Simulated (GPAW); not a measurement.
# Optical response of PbF2 (Fluorocronite), part 2 of 2

Wanted: where PbF2 (Fluorocronite) starts to absorb, how strongly, and its refractive index. The cell comes from an older database entry, whose edges can differ from later determinations, mostly by under a per cent.

GPAW 26.7.0; DFT, PBE, plane-wave PAW (GPAW data sets), scalar-relativistic, RPA, optical limit.

So far. Step 2 (Ground state): There is a gap, 4.39 eV on this mesh (points off the mesh can give less), so no carriers' term is needed.

The database entry behind the starting cell differs from later determinations by our own check (0.1 to 0.3 % short, probably kX units), so it need not match the best structure at ambient conditions.

## 4. Dielectric function, RPA (continued)

The Im ε, E ∥ x has structure finer than the step of the table below, so its rows give means over 1 eV, whole bins alone (the curve runs from 0 to 21.9 eV). Peaks (eV: height): 5.7: 4.06, 6.3: 3.53, 6.9: 4.72, 8.0: 6.54, 9.4: 4.06, 14.4: 2.01, 19.7: 1.38.

Values under the direct gap are tails of Lorentzian lines. Table of Im ε, E ∥ x by photon energy; means over each step:

| photon energy (eV) | Im ε, E ∥ x |
| --- | --- |
| 1 | 0.00765 |
| 2 | 0.0180 |
| 3 | 0.0376 |
| 4 | 0.117 |
| 5 | 1.74 |
| 6 | 2.97 |
| 7 | 3.74 |
| 8 | 4.33 |
| 9 | 2.47 |
| 10 | 2.27 |
| 11 | 1.17 |
| 12 | 0.602 |
| 13 | 0.736 |
| 14 | 1.01 |
| 15 | 0.573 |
| 16 | 0.612 |
| 17 | 1.15 |
| 18 | 1.14 |
| 19 | 1.22 |
| 20 | 1.04 |
| 21 | 0.613 |

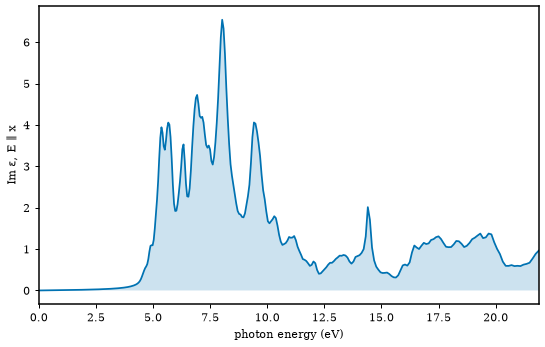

Im ε, E ∥ x against photon energy.

Re ε, E ∥ x against photon energy:

```csv
photon energy (eV),"Re ε, E ∥ x"
0,3.17
2,3.33
4,4.17
6,3.50
8,2.01
10,-0.581
12,0.491
14,1.18
16,1.41
18,1.01
20,0.255
```

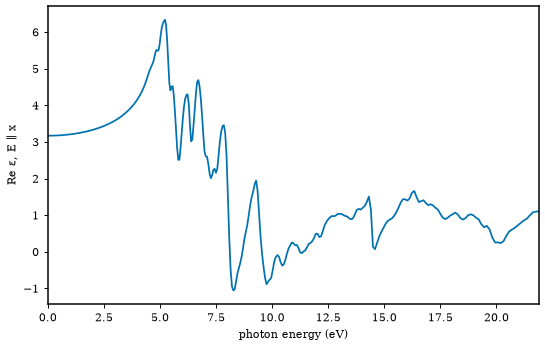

Re ε, E ∥ x against photon energy.

The reflectivity at normal incidence, E ∥ x has structure finer than the step of the table below, so its rows give means over 1 eV, whole bins alone (the curve runs from 0 to 21.9 eV). Peaks (eV: height): 5.3: 22.0, 6.3: 18.6, 6.9: 22.8, 8.2: 35.6, 9.8: 32.1, 10.4: 24.9, 11.3: 18.0.

The reflectivity at normal incidence, E ∥ x by photon energy; means over each step:

| photon energy (eV) | reflectivity at normal incidence, E ∥ x (%) |
| --- | --- |
| 1 | 8.04 |
| 2 | 8.54 |
| 3 | 9.58 |
| 4 | 11.9 |
| 5 | 18.0 |
| 6 | 16.6 |
| 7 | 19.6 |
| 8 | 26.6 |
| 9 | 16.9 |
| 10 | 26.4 |
| 11 | 16.5 |
| 12 | 7.01 |
| 13 | 2.93 |
| 14 | 4.94 |
| 15 | 4.98 |
| 16 | 2.34 |
| 17 | 5.34 |
| 18 | 5.85 |
| 19 | 6.81 |
| 20 | 10.2 |
| 21 | 3.27 |

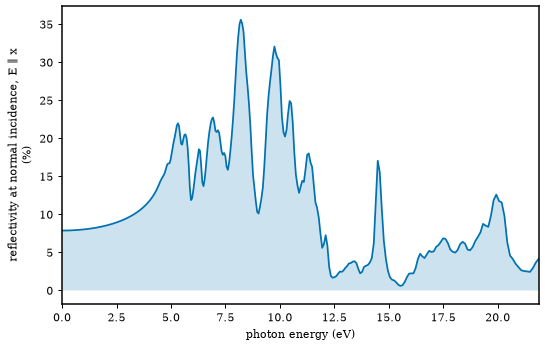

Reflectivity at normal incidence, E ∥ x against photon energy.

Table of refractive index n and extinction k by photon energy:

```
photon energy (eV)      n        k
                 0   1.78        0
                 2   1.82  0.00485
                 4   2.04   0.0234
                 6   1.94    0.497
                 8   2.09     1.53
                10  0.799     1.10
                12  0.815    0.415
                14   1.15    0.368
                16   1.21    0.255
                18   1.11    0.472
                20  0.827    0.654
```

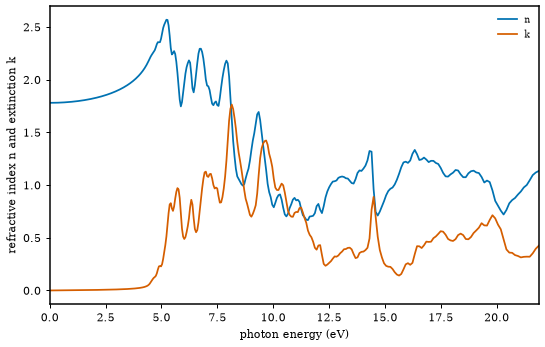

Refractive index n and extinction k, plotted against photon energy.

The Im ε, E ∥ x has structure finer than the step of the table below, so its rows give means over 1 eV, whole bins alone (the curve runs from 0 to 21.9 eV). Peaks (eV: height): without local fields 5.3: 6.20, 6.3: 3.93, 6.9: 5.46, 7.7: 6.22, 9.4: 4.37, 11.0: 2.23, 19.6: 1.56; with local fields 5.7: 4.06, 6.3: 3.53, 6.9: 4.72, 8.0: 6.54, 9.4: 4.06, 14.4: 2.01, 19.7: 1.38.

Values under the direct gap are tails of Lorentzian lines. The Im ε, E ∥ x by photon energy; means over each step:

```
photon energy (eV)  without local fields  with local fields
                 1               0.01000            0.00765
                 2                0.0239             0.0180
                 3                0.0519             0.0376
                 4                 0.189              0.117
                 5                  3.08               1.74
                 6                  3.39               2.97
                 7                  4.43               3.74
                 8                  4.52               4.33
                 9                  2.69               2.47
                10                  2.32               2.27
                11                  1.70               1.17
                12                 0.836              0.602
                13                  1.29              0.736
                14                 0.886               1.01
                15                 0.396              0.573
                16                 0.746              0.612
                17                  1.41               1.15
                18                  1.28               1.14
                19                  1.35               1.22
                20                  1.04               1.04
                21                 0.825              0.613
```

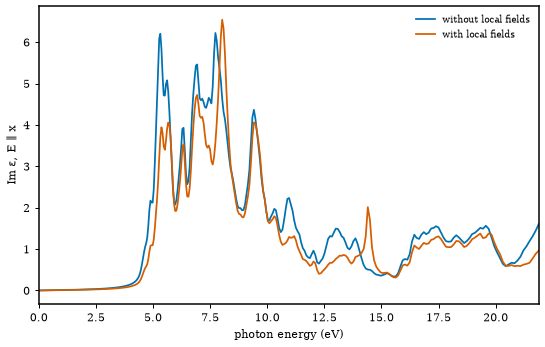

Im ε, E ∥ x against photon energy.

At chosen wavelengths:

```csv
wavelength (nm),n,k,R (%),1/α
800,1.81,0.003,8.2,18 µm
633,1.82,0.005,8.5,11 µm
532,1.84,0.006,8.8,7.0 µm
450,1.87,0.008,9.2,4.4 µm
365,1.94,0.013,10.2,2.2 µm
308,2.05,0.024,11.8,1.0 µm
248,2.41,0.237,17.5,83 nm
```

Below the direct gap, k and the depth come from the tails of the Lorentzian lines, not from transitions.

## 5. Summary of results

```
electronic dielectric constant ε∞, mean over x, y and z (by symmetry where fewer were run) (RPA) : 3.17
main peak of Im epsilon, first axis                                                              : 8.04 eV
centre of weight of the strongest loss peak in the window, first axis                            : 11.6 eV
```

At this level (PBE, RPA) PbF2 has ε∞ = 3.17 and n = 1.79 at 1550 nm, and Im ε peaks at 8.0 eV. On the mesh the gap is 4.38 eV and the least direct gap 4.56 eV, so on this mesh the band edges lie at different points. Local fields change the static value along x from 3.56 to 3.17 (-11 %). Distinct maxima of Im ε, read by a parabola through the highest points, lie at 5.68 eV (4.1), 6.92 eV (4.7), 8.04 eV (6.6) and 9.44 eV (4.1). Excitons and phonon-assisted transitions are missing; PBE gaps are as a rule too small, which pulls the onset down and ε∞ up, while the missing spin-orbit coupling works the other way with such heavy atoms. Spin-orbit coupling is left out although heavy atoms are present. The sum runs over mesh points, so small or evenly spaced maxima can still be ripples of the mesh. In this version of GPAW the matrix elements of the optical limit are incomplete, which can lower ε − 1 by up to a tenth where first-row anions or d states rule, and shift it by more in d metals.

[Machine, clock and banner lines and Python warnings are left out of the logs.]

[Logs are printed without paths, hosts, clocks, repeated set-up lines and the standing remarks that a program may print on its own settings, such as how far it seeks lower states.]

[Hosts, paths, dates, database ids (printed as entryN), source tags and the programs' standing remarks are cut or masked in the printed files.]
